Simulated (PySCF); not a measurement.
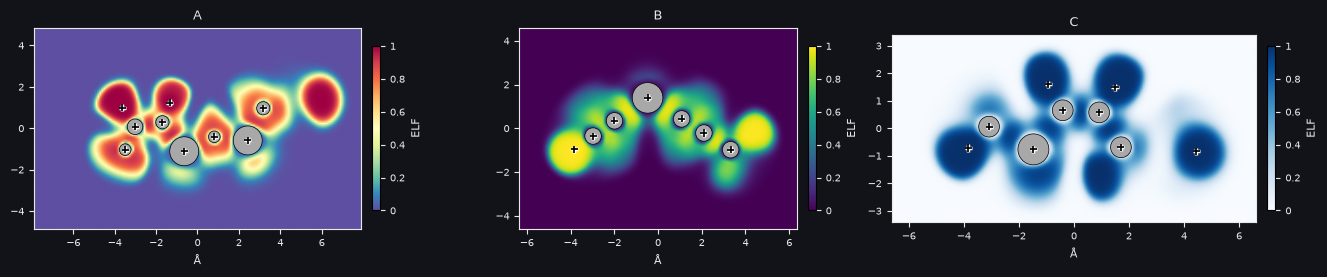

The electron localisation function of 3 systems, each on a plane through atoms (crosses mark nuclei in the plane; grey discs cover the cores).

These are results of PySCF, PBE0/pcSseg-1, SCF density, gas phase, non-relativistic, not measurements.

System 1: C₅H₄F₂Si (SMILES C#C[Si](F)(F)C#CC), the plane of atoms C2, Si3 and C6. Geometry: GFN2-xTB.

```csv
atom,x (Å),y (Å),z (Å)
C,3.3452,-1.2794,0.1730
C,2.5658,-0.3667,0.1276
Si,1.3542,1.0168,0.0478
F,1.6989,1.9640,-1.1961
F,1.5851,2.0033,1.2874
C,-0.3887,0.4597,-0.0289
C,-1.5314,0.0798,-0.0751
C,-2.9011,-0.3653,-0.1326
H,4.0339,-2.0734,0.2133
H,-3.5684,0.4511,0.1424
H,-3.0513,-1.1947,0.5580
H,-3.1411,-0.6958,-1.1428
```

System 2: C₃H₁₀N₂O₂Si₃, the plane of atoms Si4, N3 and H12. Geometry: GFN2-xTB.

```yaml
atoms:
  - { symbol: O, position_ang: [4.7842, -0.3304, -0.7414] }
  - { symbol: C, position_ang: [4.2268, -0.5836, 0.2977] }
  - { symbol: N, position_ang: [2.9367, -0.2951, 0.5156] }
  - { symbol: Si, position_ang: [2.0503, 0.4823, -0.7801] }
  - { symbol: O, position_ang: [0.6073, 0.6976, -0.0913] }
  - { symbol: Si, position_ang: [-0.9585, 1.1024, -0.2771] }
  - { symbol: C, position_ang: [-1.9569, -0.1120, -1.3051] }
  - { symbol: C, position_ang: [-2.9938, -0.6699, -0.6828] }
  - { symbol: Si, position_ang: [-3.2340, -0.1540, 1.1115] }
  - { symbol: N, position_ang: [-1.8027, 0.8242, 1.2025] }
  - { symbol: H, position_ang: [4.7437, -1.0728, 1.1444] }
  - { symbol: H, position_ang: [2.5200, -0.5307, 1.4020] }
  - { symbol: H, position_ang: [2.6320, 1.7847, -1.0718] }
  - { symbol: H, position_ang: [1.9379, -0.4246, -1.9140] }
  - { symbol: H, position_ang: [-0.9774, 2.4920, -0.7293] }
  - { symbol: H, position_ang: [-1.7247, -0.3432, -2.3369] }
  - { symbol: H, position_ang: [-3.6389, -1.3819, -1.1819] }
  - { symbol: H, position_ang: [-4.4437, 0.6524, 1.3156] }
  - { symbol: H, position_ang: [-3.1697, -1.2643, 2.0683] }
  - { symbol: H, position_ang: [-1.5438, 1.2934, 2.0513] }
```

System 3: C₆H₁₂AlFS, the plane of atoms C5, S6 and C7. Geometry: GFN2-xTB.

```xyz
21

C    -3.6751    0.5599    1.2134
C    -2.3756    0.6066    0.9925
C    -1.5710   -0.5305    0.4376
C    -0.9504   -0.1556   -0.8696
C     0.3119   -0.3725   -1.2096
S     1.4913   -1.1723   -0.1488
C     2.9626   -1.0785   -1.1988
Al    2.0287    1.0587    0.7991
F     0.8048    1.2948    1.8823
H    -4.2149    1.4003    1.6149
H    -4.2567   -0.3254    1.0104
H    -1.8074    1.5009    1.2074
H    -0.7816   -0.8025    1.1465
H    -2.2161   -1.4018    0.2896
H    -1.6066    0.3218   -1.5858
H     0.7084   -0.1096   -2.1773
H     2.7389   -1.5163   -2.1672
H     3.7389   -1.6545   -0.7045
H     3.2800   -0.0395   -1.2974
H     3.4158    0.6081    1.3130
H     1.9654    1.8250   -0.5483
```

> Match each panel to its system.

Panel A is system 2, C₃H₁₀N₂O₂Si₃: the plane holds O, C, N, Si and H. C–O (1.21 Å): the ELF peaks at about 0.85 between the atoms; a short, multiple covalent bond. Panel B is system 1, C₅H₄F₂Si: the plane holds C, Si and H. C–C (1.20 Å): the ELF peaks at about 0.85 between the atoms (a multiple bond). Panel C is system 3, C₆H₁₂AlFS: the plane holds C, S and H. C–C (1.33 Å): the ELF peaks at about 0.95 between the atoms (a short, multiple covalent bond).
